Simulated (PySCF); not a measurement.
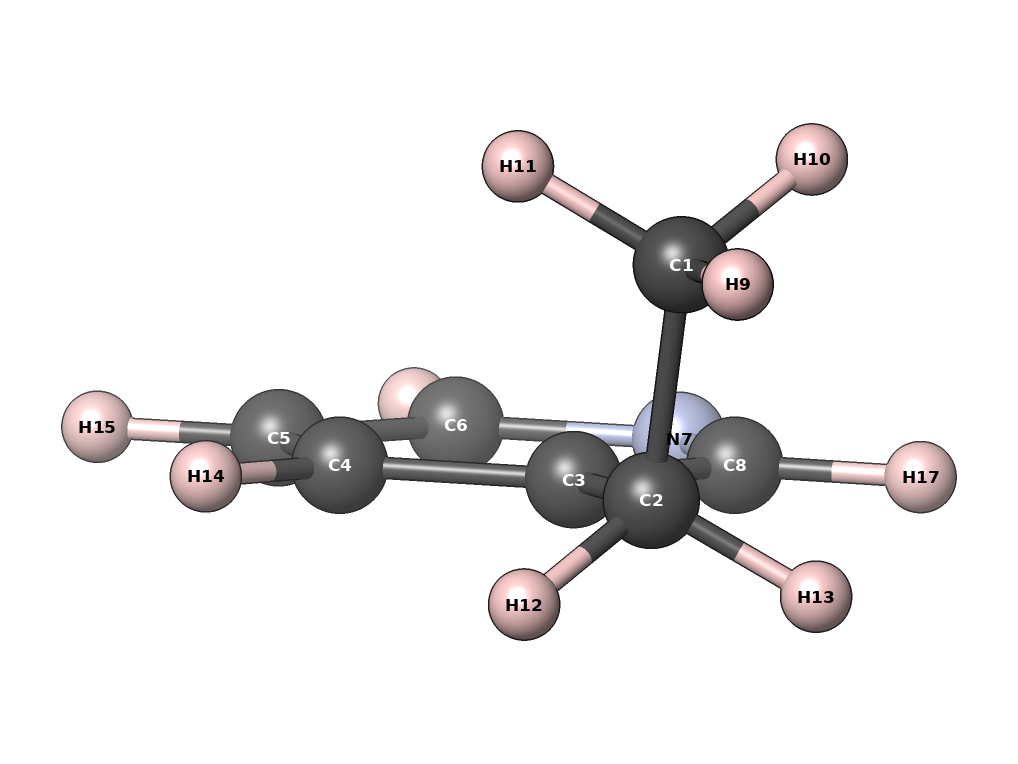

C3 lies behind C2. The molecule seen a little off the C2–C3 bond, C2 in front. Depth is shown by fading: the farther an atom, the more it takes the colour of the background. Computed geometry: PBE0-D3(BJ)/def2-SVP optimisation. No frequency run is at hand to confirm it as a minimum.

What is the torsion angle C1–C2–C3–C4? The sign is positive where the front bond must turn clockwise to cover the back bond.

−87°, about perpendicular.
